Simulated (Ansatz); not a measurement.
| atom | x (Å) | y (Å) | z (Å) |
| --- | --- | --- | --- |
| Ge | 0.0069 | -0.0113 | -0.0958 |
| Cl | 0.0017 | -0.0029 | 2.1098 |
| H | 1.4741 | 0.0525 | -0.5372 |
| Cl | -1.0190 | 1.7657 | -0.7773 |
| H | -0.7819 | -1.2500 | -0.5375 |
| F | 0.0042 | -0.0072 | 4.8062 |

These are results of UKS B3LYP-D4/def2-SVP (Ansatz), not measurements.

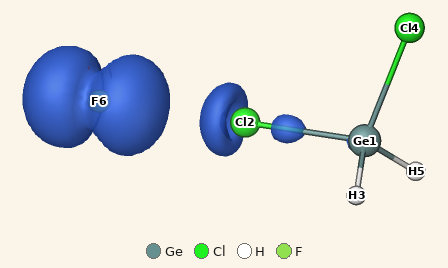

Cl₂GeH₂···F (doublet). Isosurfaces of the spin density at +0.015 (blue) and −0.015 e/Å³ (red), seen at a tilt.

> Which atoms carry the spin?

The unpaired spin (1 electron) lies mostly on F6 (about 0.9), in electrons by Hirshfeld's partition.
